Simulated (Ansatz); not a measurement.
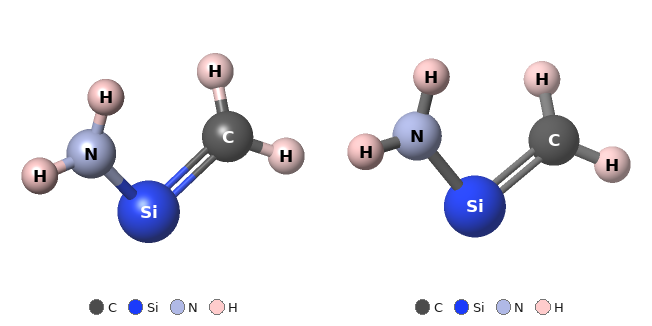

Two views of one molecule.

The species is neutral and a spin doublet. The geometry was computed by an optimisation with PBE0-D4/def2-TZVP. No frequency run is at hand to confirm it as a minimum.

Question: Which formula does it have?

Answer: CH₄NSi, 7 atoms: 1 carbon, 4 hydrogen, 1 nitrogen and 1 silicon.

Question: Count the bonded pairs by element.

Answer: 2 C–H, 2 N–H, 1 C–Si, 1 N–Si.

Question: Give the symmetry (Schoenflies symbol).

Answer: C1.

More results for the same structure follow; atom numbers are the same in all pictures, views and colours differ.

### Shape

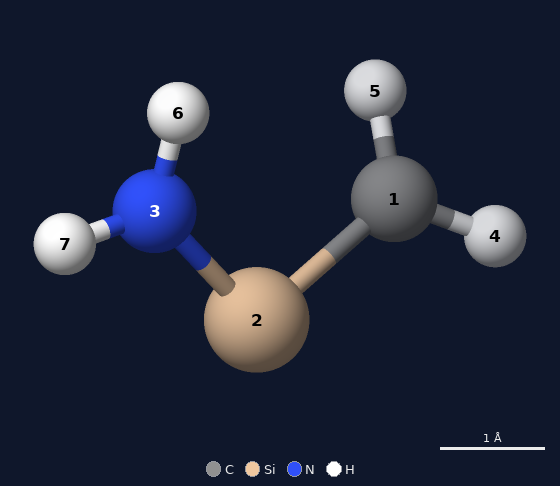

Atoms carry their numbers in the input. No frequency run is at hand to confirm it as a minimum.

List the bonds and their lengths.

```csv
bond,length (Å),order
C1–Si2,1.843,double
C1–H4,1.088,single
C1–H5,1.091,single
Si2–N3,1.713,single
N3–H6,1.009,single
N3–H7,1.007,single
```

### Electronic properties

No frequency run is at hand to confirm it as a minimum. Method: UKS B3LYP-D4/def2-TZVPP (Ansatz 0.2.0).

Predict the main results.

- ⟨S²⟩ of the determinant: 0.769
- dispersion correction: −18.6 kJ/mol

### Charges

The questions are on Mulliken charges. No frequency run is at hand to confirm it as a minimum. Properties computed with UKS PBE0-D4/def2-TZVP (Ansatz 0.2.0).

Question: Which atom carries the highest charge (most positive or least negative)?

Answer: H6, H7 (0.24 e).

Question: And the lowest?

Answer: N3 (−0.56 e).

Give the Mulliken charges atom by atom.

| atom | value (e) |
| --- | --- |
| C1 | −0.41 |
| Si2 | 0.22 |
| N3 | −0.56 |
| H4 | 0.14 |
| H5 | 0.13 |
| H6 | 0.24 |
| H7 | 0.24 |

### Dipole moment

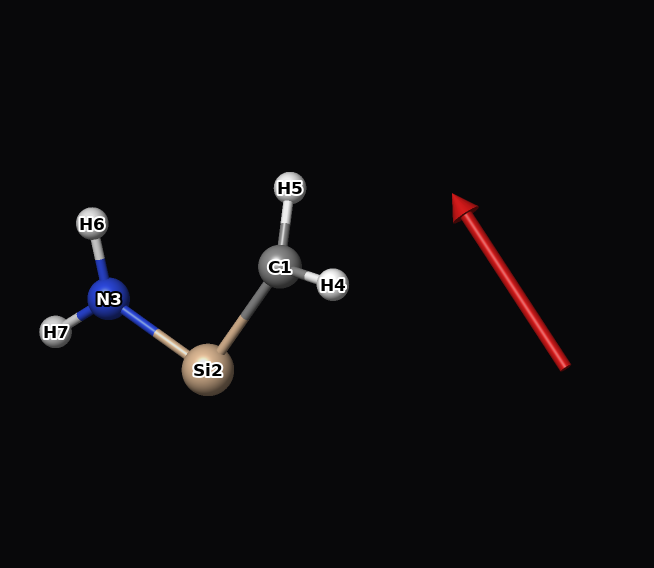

The arrow beside the molecule shows the direction of the dipole moment, from the negative to the positive end (its length means nothing). No frequency run is at hand to confirm it as a minimum. Level of theory: UKS PBE0-D4/def2-TZVP (Ansatz 0.2.0).

Question: How large is the dipole moment?

Answer: 1.99 D; it points from the side of H4 to the side of H6 (the outermost atoms at the two ends).

Mulliken values depend strongly on the basis set and can even reverse the polarity of a bond.
